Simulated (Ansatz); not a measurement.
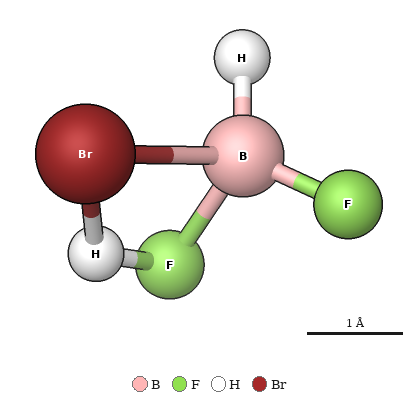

**Figure 1.** The starting structure (ball-and-stick view, seen at a tilt). Bond lengths as drawn: Br–H 1.74 Å, B–Br 2.21 Å, B–F 1.33 to 1.58 Å, B–H 1.21 Å and F–H 1.15 Å.

## Molecular dynamics of BH$_{2}$BrF$_{2}$ (part 1 of 5)

The run: molecular dynamics of BH$_{2}$BrF$_{2}$. Method and program: RKS PBE/def2-SVP (Ansatz 0.2.0).

It belongs to a series of runs on one base structure; here: dynamics from the highest image of the converged band.

## Output
```
Engine: ansatz 0.2.0, aarch64-unknown-linux-gnu
Functional definition: PBE
  parameter kappa = 0.804
  parameter beta = 0.06672455060314922
  exchange = pbe_x(kappa = kappa, mu = beta*pi^2/3)
  correlation = pbe_c(beta = beta)
911 factors; their error is unknown
mean field evaluation 1: about -76159.2997 eV, gradient 3.2e1 eV
mean field evaluation 2: about -76155.4923 eV, gradient 5.9e1 eV
mean field evaluation 4: about -76161.0265 eV, gradient 1.7e0 eV
mean field evaluation 8: about -76161.0321 eV, gradient 2.5e-2 eV
mean field evaluation 16: about -76160.9549 eV, gradient 1.8e-5 eV
mean field -76160.95485057 eV, -2798.8634670090 hartree, gradient 1.8e-5 eV, S^2 0.000000; 0 other end points of the search recorded, 0 dependent functions left out
the calculation of the forces begins
reference -76160.95487803 eV, -2798.8634680184 hartree; 30, 30 occupied and 54, 54 virtual orbitals, 911 factors
md step     0: t =     0.00 fs  T =   300.0 K  F+E_penalty+E_count = -76160.95485057 eV  E_kin = 0.155112 eV  conserved = -76160.79973857 eV  (25 SCF iters)
these checks for a lower state are left out or cut short: starts, cluster_reference, orbital_swaps, neighbouring_geometries, increment
911 factors; their error is unknown
mean field -76160.95374894 eV, -2798.8634265251 hartree, gradient 8.9e-6 eV, S^2 0.000000; 0 other end points of the search recorded, 0 dependent functions left out
the calculation of the forces begins
reference -76160.95377638 eV, -2798.8634275335 hartree; 30, 30 occupied and 54, 54 virtual orbitals, 911 factors
md step     1: t =     0.50 fs  T =   297.9 K  F+E_penalty+E_count = -76160.95374894 eV  E_kin = 0.154016 eV  conserved = -76160.79973261 eV  (28 SCF iters)
[... from here on the SCF iterations and repeated set-up lines of each step are left out, up to the last step ...]
md step     2: t =     1.00 fs  T =   291.7 K  F+E_penalty+E_count = -76160.95053903 eV  E_kin = 0.150823 eV  conserved = -76160.79971559 eV  (28 SCF iters)
md step     3: t =     1.50 fs  T =   282.0 K  F+E_penalty+E_count = -76160.94549721 eV  E_kin = 0.145808 eV  conserved = -76160.79968950 eV  (29 SCF iters)
md step     4: t =     2.00 fs  T =   269.6 K  F+E_penalty+E_count = -76160.93903436 eV  E_kin = 0.139375 eV  conserved = -76160.79965955 eV  (29 SCF iters)
md step     5: t =     2.50 fs  T =   255.3 K  F+E_penalty+E_count = -76160.93161859 eV  E_kin = 0.131987 eV  conserved = -76160.79963141 eV  (29 SCF iters)
md step     6: t =     3.00 fs  T =   240.0 K  F+E_penalty+E_count = -76160.92369160 eV  E_kin = 0.124082 eV  conserved = -76160.79960939 eV  (29 SCF iters)
md step     7: t =     3.50 fs  T =   224.4 K  F+E_penalty+E_count = -76160.91560015 eV  E_kin = 0.116004 eV  conserved = -76160.79959571 eV  (28 SCF iters)
md step     8: t =     4.00 fs  T =   208.8 K  F+E_penalty+E_count = -76160.90756050 eV  E_kin = 0.107970 eV  conserved = -76160.79959010 eV  (29 SCF iters)
md step     9: t =     4.50 fs  T =   193.6 K  F+E_penalty+E_count = -76160.89966344 eV  E_kin = 0.100074 eV  conserved = -76160.79958975 eV  (29 SCF iters)
md step    10: t =     5.00 fs  T =   178.6 K  F+E_penalty+E_count = -76160.89191586 eV  E_kin = 0.092325 eV  conserved = -76160.79959083 eV  (29 SCF iters)
md step    11: t =     5.50 fs  T =   163.8 K  F+E_penalty+E_count = -76160.88430047 eV  E_kin = 0.084711 eV  conserved = -76160.79958939 eV  (29 SCF iters)
md step    12: t =     6.00 fs  T =   149.4 K  F+E_penalty+E_count = -76160.87683523 eV  E_kin = 0.077252 eV  conserved = -76160.79958340 eV  (29 SCF iters)
md step    13: t =     6.50 fs  T =   135.5 K  F+E_penalty+E_count = -76160.86961125 eV  E_kin = 0.070039 eV  conserved = -76160.79957201 eV  (29 SCF iters)
md step    14: t =     7.00 fs  T =   122.3 K  F+E_penalty+E_count = -76160.86280440 eV  E_kin = 0.063248 eV  conserved = -76160.79955640 eV  (29 SCF iters)
md step    15: t =     7.50 fs  T =   110.5 K  F+E_penalty+E_count = -76160.85665758 eV  E_kin = 0.057119 eV  conserved = -76160.79953907 eV  (29 SCF iters)
md step    16: t =     8.00 fs  T =   100.4 K  F+E_penalty+E_count = -76160.85144201 eV  E_kin = 0.051919 eV  conserved = -76160.79952312 eV  (29 SCF iters)
md step    17: t =     8.50 fs  T =    92.6 K  F+E_penalty+E_count = -76160.84740827 eV  E_kin = 0.047897 eV  conserved = -76160.79951159 eV  (26 SCF iters)
md step    18: t =     9.00 fs  T =    87.5 K  F+E_penalty+E_count = -76160.84473802 eV  E_kin = 0.045231 eV  conserved = -76160.79950687 eV  (22 SCF iters)
md step    19: t =     9.50 fs  T =    85.1 K  F+E_penalty+E_count = -76160.84350562 eV  E_kin = 0.043995 eV  conserved = -76160.79951033 eV  (23 SCF iters)
md step    20: t =    10.00 fs  T =    85.4 K  F+E_penalty+E_count = -76160.84365590 eV  E_kin = 0.044134 eV  conserved = -76160.79952214 eV  (30 SCF iters)
md step    21: t =    10.50 fs  T =    87.9 K  F+E_penalty+E_count = -76160.84500183 eV  E_kin = 0.045461 eV  conserved = -76160.79954114 eV  (29 SCF iters)
md step    22: t =    11.00 fs  T =    92.2 K  F+E_penalty+E_count = -76160.84724262 eV  E_kin = 0.047678 eV  conserved = -76160.79956503 eV  (30 SCF iters)
md step    23: t =    11.50 fs  T =    97.5 K  F+E_penalty+E_count = -76160.85000091 eV  E_kin = 0.050410 eV  conserved = -76160.79959060 eV  (30 SCF iters)
md step    24: t =    12.00 fs  T =   103.0 K  F+E_penalty+E_count = -76160.85287404 eV  E_kin = 0.053260 eV  conserved = -76160.79961417 eV  (29 SCF iters)
md step    25: t =    12.50 fs  T =   108.0 K  F+E_penalty+E_count = -76160.85549232 eV  E_kin = 0.055860 eV  conserved = -76160.79963227 eV  (29 SCF iters)
md step    26: t =    13.00 fs  T =   112.0 K  F+E_penalty+E_count = -76160.85757397 eV  E_kin = 0.057932 eV  conserved = -76160.79964230 eV  (28 SCF iters)
md step    27: t =    13.50 fs  T =   114.7 K  F+E_penalty+E_count = -76160.85896512 eV  E_kin = 0.059322 eV  conserved = -76160.79964325 eV  (28 SCF iters)
md step    28: t =    14.00 fs  T =   116.1 K  F+E_penalty+E_count = -76160.85965491 eV  E_kin = 0.060019 eV  conserved = -76160.79963610 eV  (28 SCF iters)
md step    29: t =    14.50 fs  T =   116.3 K  F+E_penalty+E_count = -76160.85975955 eV  E_kin = 0.060136 eV  conserved = -76160.79962368 eV  (28 SCF iters)
md step    30: t =    15.00 fs  T =   115.8 K  F+E_penalty+E_count = -76160.85947801 eV  E_kin = 0.059868 eV  conserved = -76160.79960985 eV  (29 SCF iters)
md step    31: t =    15.50 fs  T =   114.9 K  F+E_penalty+E_count = -76160.85903086 eV  E_kin = 0.059432 eV  conserved = -76160.79959849 eV  (29 SCF iters)
md step    32: t =    16.00 fs  T =   114.1 K  F+E_penalty+E_count = -76160.85860027 eV  E_kin = 0.059008 eV  conserved = -76160.79959215 eV  (28 SCF iters)
md step    33: t =    16.50 fs  T =   113.5 K  F+E_penalty+E_count = -76160.85829037 eV  E_kin = 0.058699 eV  conserved = -76160.79959126 eV  (28 SCF iters)
md step    34: t =    17.00 fs  T =   113.2 K  F+E_penalty+E_count = -76160.85812057 eV  E_kin = 0.058527 eV  conserved = -76160.79959406 eV  (28 SCF iters)
md step    35: t =    17.50 fs  T =   113.1 K  F+E_penalty+E_count = -76160.85805240 eV  E_kin = 0.058455 eV  conserved = -76160.79959735 eV  (28 SCF iters)
md step    36: t =    18.00 fs  T =   113.0 K  F+E_penalty+E_count = -76160.85803873 eV  E_kin = 0.058441 eV  conserved = -76160.79959778 eV  (26 SCF iters)
md step    37: t =    18.50 fs  T =   113.1 K  F+E_penalty+E_count = -76160.85807652 eV  E_kin = 0.058484 eV  conserved = -76160.79959284 eV  (28 SCF iters)
md step    38: t =    19.00 fs  T =   113.5 K  F+E_penalty+E_count = -76160.85824518 eV  E_kin = 0.058663 eV  conserved = -76160.79958185 eV  (29 SCF iters)
md step    39: t =    19.50 fs  T =   114.4 K  F+E_penalty+E_count = -76160.85871823 eV  E_kin = 0.059152 eV  conserved = -76160.79956596 eV  (29 SCF iters)
md step    40: t =    20.00 fs  T =   116.4 K  F+E_penalty+E_count = -76160.85974629 eV  E_kin = 0.060199 eV  conserved = -76160.79954770 eV  (28 SCF iters)
md step    41: t =    20.50 fs  T =   120.1 K  F+E_penalty+E_count = -76160.86161742 eV  E_kin = 0.062087 eV  conserved = -76160.79953032 eV  (28 SCF iters)
md step    42: t =    21.00 fs  T =   125.9 K  F+E_penalty+E_count = -76160.86460606 eV  E_kin = 0.065089 eV  conserved = -76160.79951696 eV  (28 SCF iters)
md step    43: t =    21.50 fs  T =   134.3 K  F+E_penalty+E_count = -76160.86892283 eV  E_kin = 0.069413 eV  conserved = -76160.79951002 eV  (27 SCF iters)
md step    44: t =    22.00 fs  T =   145.4 K  F+E_penalty+E_count = -76160.87467550 eV  E_kin = 0.075165 eV  conserved = -76160.79951076 eV  (28 SCF iters)
md step    45: t =    22.50 fs  T =   159.2 K  F+E_penalty+E_count = -76160.88184827 eV  E_kin = 0.082329 eV  conserved = -76160.79951911 eV  (28 SCF iters)
md step    46: t =    23.00 fs  T =   175.6 K  F+E_penalty+E_count = -76160.89030229 eV  E_kin = 0.090769 eV  conserved = -76160.79953372 eV  (28 SCF iters)
md step    47: t =    23.50 fs  T =   193.9 K  F+E_penalty+E_count = -76160.89979719 eV  E_kin = 0.100245 eV  conserved = -76160.79955212 eV  (28 SCF iters)
md step    48: t =    24.00 fs  T =   213.6 K  F+E_penalty+E_count = -76160.91002990 eV  E_kin = 0.110459 eV  conserved = -76160.79957099 eV  (28 SCF iters)
md step    49: t =    24.50 fs  T =   234.2 K  F+E_penalty+E_count = -76160.92068550 eV  E_kin = 0.121098 eV  conserved = -76160.79958758 eV  (28 SCF iters)
md step    50: t =    25.00 fs  T =   255.1 K  F+E_penalty+E_count = -76160.93148768 eV  E_kin = 0.131889 eV  conserved = -76160.79959896 eV  (29 SCF iters)
md step    51: t =    25.50 fs  T =   275.9 K  F+E_penalty+E_count = -76160.94224311 eV  E_kin = 0.142639 eV  conserved = -76160.79960385 eV  (29 SCF iters)
md step    52: t =    26.00 fs  T =   296.4 K  F+E_penalty+E_count = -76160.95286464 eV  E_kin = 0.153262 eV  conserved = -76160.79960270 eV  (28 SCF iters)
md step    53: t =    26.50 fs  T =   316.7 K  F+E_penalty+E_count = -76160.96336662 eV  E_kin = 0.163770 eV  conserved = -76160.79959708 eV  (28 SCF iters)
md step    54: t =    27.00 fs  T =   337.0 K  F+E_penalty+E_count = -76160.97383394 eV  E_kin = 0.174242 eV  conserved = -76160.79959157 eV  (28 SCF iters)
md step    55: t =    27.50 fs  T =   357.4 K  F+E_penalty+E_count = -76160.98436337 eV  E_kin = 0.184773 eV  conserved = -76160.79958999 eV  (26 SCF iters)
md step    56: t =    28.00 fs  T =   377.9 K  F+E_penalty+E_count = -76160.99500211 eV  E_kin = 0.195407 eV  conserved = -76160.79959534 eV  (27 SCF iters)
md step    57: t =    28.50 fs  T =   398.6 K  F+E_penalty+E_count = -76161.00570083 eV  E_kin = 0.206092 eV  conserved = -76160.79960872 eV  (27 SCF iters)
md step    58: t =    29.00 fs  T =   419.1 K  F+E_penalty+E_count = -76161.01630220 eV  E_kin = 0.216675 eV  conserved = -76160.79962733 eV  (27 SCF iters)
md step    59: t =    29.50 fs  T =   438.9 K  F+E_penalty+E_count = -76161.02658127 eV  E_kin = 0.226936 eV  conserved = -76160.79964537 eV  (27 SCF iters)
md step    60: t =    30.00 fs  T =   457.8 K  F+E_penalty+E_count = -76161.03633221 eV  E_kin = 0.236677 eV  conserved = -76160.79965513 eV  (27 SCF iters)
md step    61: t =    30.50 fs  T =   475.5 K  F+E_penalty+E_count = -76161.04548214 eV  E_kin = 0.245833 eV  conserved = -76160.79964944 eV  (28 SCF iters)
md step    62: t =    31.00 fs  T =   492.4 K  F+E_penalty+E_count = -76161.05419607 eV  E_kin = 0.254572 eV  conserved = -76160.79962411 eV  (26 SCF iters)
md step    63: t =    31.50 fs  T =   509.3 K  F+E_penalty+E_count = -76161.06293276 eV  E_kin = 0.263352 eV  conserved = -76160.79958026 eV  (26 SCF iters)
md step    64: t =    32.00 fs  T =   527.8 K  F+E_penalty+E_count = -76161.07241809 eV  E_kin = 0.272891 eV  conserved = -76160.79952677 eV  (26 SCF iters)
md step    65: t =    32.50 fs  T =   549.4 K  F+E_penalty+E_count = -76161.08351673 eV  E_kin = 0.284040 eV  conserved = -76160.79947632 eV  (26 SCF iters)
md step    66: t =    33.00 fs  T =   575.6 K  F+E_penalty+E_count = -76161.09703075 eV  E_kin = 0.297587 eV  conserved = -76160.79944363 eV  (26 SCF iters)
md step    67: t =    33.50 fs  T =   607.4 K  F+E_penalty+E_count = -76161.11347561 eV  E_kin = 0.314035 eV  conserved = -76160.79944082 eV  (25 SCF iters)
md step    68: t =    34.00 fs  T =   644.9 K  F+E_penalty+E_count = -76161.13290796 eV  E_kin = 0.333436 eV  conserved = -76160.79947154 eV  (26 SCF iters)
md step    69: t =    34.50 fs  T =   687.3 K  F+E_penalty+E_count = -76161.15487295 eV  E_kin = 0.355343 eV  conserved = -76160.79953026 eV  (25 SCF iters)
md step    70: t =    35.00 fs  T =   732.8 K  F+E_penalty+E_count = -76161.17848982 eV  E_kin = 0.378886 eV  conserved = -76160.79960399 eV  (25 SCF iters)
md step    71: t =    35.50 fs  T =   779.4 K  F+E_penalty+E_count = -76161.20264898 eV  E_kin = 0.402971 eV  conserved = -76160.79967786 eV  (25 SCF iters)
md step    72: t =    36.00 fs  T =   824.9 K  F+E_penalty+E_count = -76161.22625110 eV  E_kin = 0.426513 eV  conserved = -76160.79973773 eV  (25 SCF iters)
md step    73: t =    36.50 fs  T =   867.7 K  F+E_penalty+E_count = -76161.24842355 eV  E_kin = 0.448649 eV  conserved = -76160.79977459 eV  (25 SCF iters)
md step    74: t =    37.00 fs  T =   906.8 K  F+E_penalty+E_count = -76161.26865934 eV  E_kin = 0.468874 eV  conserved = -76160.79978571 eV  (24 SCF iters)
md step    75: t =    37.50 fs  T =   942.1 K  F+E_penalty+E_count = -76161.28685883 eV  E_kin = 0.487085 eV  conserved = -76160.79977365 eV  (25 SCF iters)
md step    76: t =    38.00 fs  T =   973.9 K  F+E_penalty+E_count = -76161.30328567 eV  E_kin = 0.503540 eV  conserved = -76160.79974607 eV  (26 SCF iters)
md step    77: t =    38.50 fs  T =  1003.3 K  F+E_penalty+E_count = -76161.31845735 eV  E_kin = 0.518746 eV  conserved = -76160.79971099 eV  (24 SCF iters)
md step    78: t =    39.00 fs  T =  1031.5 K  F+E_penalty+E_count = -76161.33301071 eV  E_kin = 0.533334 eV  conserved = -76160.79967715 eV  (24 SCF iters)
md step    79: t =    39.50 fs  T =  1059.7 K  F+E_penalty+E_count = -76161.34755924 eV  E_kin = 0.547907 eV  conserved = -76160.79965234 eV  (24 SCF iters)
md step    80: t =    40.00 fs  T =  1088.7 K  F+E_penalty+E_count = -76161.36256315 eV  E_kin = 0.562920 eV  conserved = -76160.79964281 eV  (25 SCF iters)
md step    81: t =    40.50 fs  T =  1119.0 K  F+E_penalty+E_count = -76161.37822472 eV  E_kin = 0.578572 eV  conserved = -76160.79965242 eV  (25 SCF iters)
md step    82: t =    41.00 fs  T =  1150.3 K  F+E_penalty+E_count = -76161.39442390 eV  E_kin = 0.594742 eV  conserved = -76160.79968186 eV  (24 SCF iters)
md step    83: t =    41.50 fs  T =  1181.7 K  F+E_penalty+E_count = -76161.41070834 eV  E_kin = 0.610981 eV  conserved = -76160.79972689 eV  (24 SCF iters)
md step    84: t =    42.00 fs  T =  1211.8 K  F+E_penalty+E_count = -76161.42635338 eV  E_kin = 0.626574 eV  conserved = -76160.79977967 eV  (25 SCF iters)
md step    85: t =    42.50 fs  T =  1239.1 K  F+E_penalty+E_count = -76161.44048753 eV  E_kin = 0.640659 eV  conserved = -76160.79982885 eV  (24 SCF iters)
md step    86: t =    43.00 fs  T =  1261.8 K  F+E_penalty+E_count = -76161.45227133 eV  E_kin = 0.652409 eV  conserved = -76160.79986200 eV  (24 SCF iters)
md step    87: t =    43.50 fs  T =  1278.9 K  F+E_penalty+E_count = -76161.46109581 eV  E_kin = 0.661228 eV  conserved = -76160.79986804 eV  (25 SCF iters)
md step    88: t =    44.00 fs  T =  1289.9 K  F+E_penalty+E_count = -76161.46675767 eV  E_kin = 0.666916 eV  conserved = -76160.79984122 eV  (24 SCF iters)
md step    89: t =    44.50 fs  T =  1295.4 K  F+E_penalty+E_count = -76161.46955718 eV  E_kin = 0.669775 eV  conserved = -76160.79978238 eV  (24 SCF iters)
md step    90: t =    45.00 fs  T =  1297.0 K  F+E_penalty+E_count = -76161.47028247 eV  E_kin = 0.670580 eV  conserved = -76160.79970206 eV  (24 SCF iters)
md step    91: t =    45.50 fs  T =  1296.7 K  F+E_penalty+E_count = -76161.47005722 eV  E_kin = 0.670439 eV  conserved = -76160.79961808 eV  (24 SCF iters)
md step    92: t =    46.00 fs  T =  1296.9 K  F+E_penalty+E_count = -76161.47007870 eV  E_kin = 0.670528 eV  conserved = -76160.79955070 eV  (25 SCF iters)
md step    93: t =    46.50 fs  T =  1299.3 K  F+E_penalty+E_count = -76161.47131755 eV  E_kin = 0.671801 eV  conserved = -76160.79951610 eV  (24 SCF iters)
md step    94: t =    47.00 fs  T =  1305.0 K  F+E_penalty+E_count = -76161.47427731 eV  E_kin = 0.674756 eV  conserved = -76160.79952092 eV  (24 SCF iters)
md step    95: t =    47.50 fs  T =  1313.9 K  F+E_penalty+E_count = -76161.47889469 eV  E_kin = 0.679335 eV  conserved = -76160.79955989 eV  (24 SCF iters)
md step    96: t =    48.00 fs  T =  1324.8 K  F+E_penalty+E_count = -76161.48461077 eV  E_kin = 0.684991 eV  conserved = -76160.79961951 eV  (24 SCF iters)
md step    97: t =    48.50 fs  T =  1336.2 K  F+E_penalty+E_count = -76161.49057519 eV  E_kin = 0.690894 eV  conserved = -76160.79968163 eV  (24 SCF iters)
md step    98: t =    49.00 fs  T =  1346.5 K  F+E_penalty+E_count = -76161.49591296 eV  E_kin = 0.696183 eV  conserved = -76160.79973031 eV  (25 SCF iters)
md step    99: t =    49.50 fs  T =  1354.3 K  F+E_penalty+E_count = -76161.49996464 eV  E_kin = 0.700210 eV  conserved = -76160.79975508 eV  (24 SCF iters)
md step   100: t =    50.00 fs  T =  1359.1 K  F+E_penalty+E_count = -76161.50244174 eV  E_kin = 0.702689 eV  conserved = -76160.79975247 eV  (24 SCF iters)
md step   101: t =    50.50 fs  T =  1361.1 K  F+E_penalty+E_count = -76161.50347605 eV  E_kin = 0.703750 eV  conserved = -76160.79972564 eV  (24 SCF iters)
md step   102: t =    51.00 fs  T =  1361.4 K  F+E_penalty+E_count = -76161.50357320 eV  E_kin = 0.703892 eV  conserved = -76160.79968136 eV  (24 SCF iters)
md step   103: t =    51.50 fs  T =  1361.3 K  F+E_penalty+E_count = -76161.50350115 eV  E_kin = 0.703872 eV  conserved = -76160.79962889 eV  (24 SCF iters)
md step   104: t =    52.00 fs  T =  1362.7 K  F+E_penalty+E_count = -76161.50413957 eV  E_kin = 0.704561 eV  conserved = -76160.79957861 eV  (24 SCF iters)
md step   105: t =    52.50 fs  T =  1367.0 K  F+E_penalty+E_count = -76161.50631468 eV  E_kin = 0.706774 eV  conserved = -76160.79954022 eV  (24 SCF iters)
md step   106: t =    53.00 fs  T =  1375.4 K  F+E_penalty+E_count = -76161.51064359 eV  E_kin = 0.711122 eV  conserved = -76160.79952159 eV  (24 SCF iters)
md step   107: t =    53.50 fs  T =  1388.4 K  F+E_penalty+E_count = -76161.51740950 eV  E_kin = 0.717882 eV  conserved = -76160.79952754 eV  (24 SCF iters)
md step   108: t =    54.00 fs  T =  1405.9 K  F+E_penalty+E_count = -76161.52648763 eV  E_kin = 0.726929 eV  conserved = -76160.79955861 eV  (24 SCF iters)
md step   109: t =    54.50 fs  T =  1426.8 K  F+E_penalty+E_count = -76161.53733811 eV  E_kin = 0.737727 eV  conserved = -76160.79961080 eV  (24 SCF iters)
md step   110: t =    55.00 fs  T =  1449.4 K  F+E_penalty+E_count = -76161.54907247 eV  E_kin = 0.749397 eV  conserved = -76160.79967565 eV  (24 SCF iters)
md step   111: t =    55.50 fs  T =  1471.5 K  F+E_penalty+E_count = -76161.56059069 eV  E_kin = 0.760849 eV  conserved = -76160.79974134 eV  (24 SCF iters)
md step   112: t =    56.00 fs  T =  1491.1 K  F+E_penalty+E_count = -76161.57077195 eV  E_kin = 0.770978 eV  conserved = -76160.79979435 eV  (24 SCF iters)
md step   113: t =    56.50 fs  T =  1506.4 K  F+E_penalty+E_count = -76161.57869004 eV  E_kin = 0.778868 eV  conserved = -76160.79982237 eV  (24 SCF iters)
md step   114: t =    57.00 fs  T =  1516.3 K  F+E_penalty+E_count = -76161.58381126 eV  E_kin = 0.783994 eV  conserved = -76160.79981697 eV  (24 SCF iters)
md step   115: t =    57.50 fs  T =  1520.9 K  F+E_penalty+E_count = -76161.58612718 eV  E_kin = 0.786351 eV  conserved = -76160.79977630 eV  (24 SCF iters)
md step   116: t =    58.00 fs  T =  1521.1 K  F+E_penalty+E_count = -76161.58617824 eV  E_kin = 0.786470 eV  conserved = -76160.79970856 eV  (24 SCF iters)
md step   117: t =    58.50 fs  T =  1518.8 K  F+E_penalty+E_count = -76161.58493493 eV  E_kin = 0.785305 eV  conserved = -76160.79962962 eV  (24 SCF iters)
md step   118: t =    59.00 fs  T =  1516.3 K  F+E_penalty+E_count = -76161.58355345 eV  E_kin = 0.783993 eV  conserved = -76160.79956025 eV  (24 SCF iters)
md step   119: t =    59.50 fs  T =  1515.4 K  F+E_penalty+E_count = -76161.58306103 eV  E_kin = 0.783542 eV  conserved = -76160.79951920 eV  (25 SCF iters)
md step   120: t =    60.00 fs  T =  1517.4 K  F+E_penalty+E_count = -76161.58407006 eV  E_kin = 0.784553 eV  conserved = -76160.79951703 eV  (24 SCF iters)
md step   121: t =    60.50 fs  T =  1522.3 K  F+E_penalty+E_count = -76161.58661832 eV  E_kin = 0.787066 eV  conserved = -76160.79955196 eV  (24 SCF iters)
```
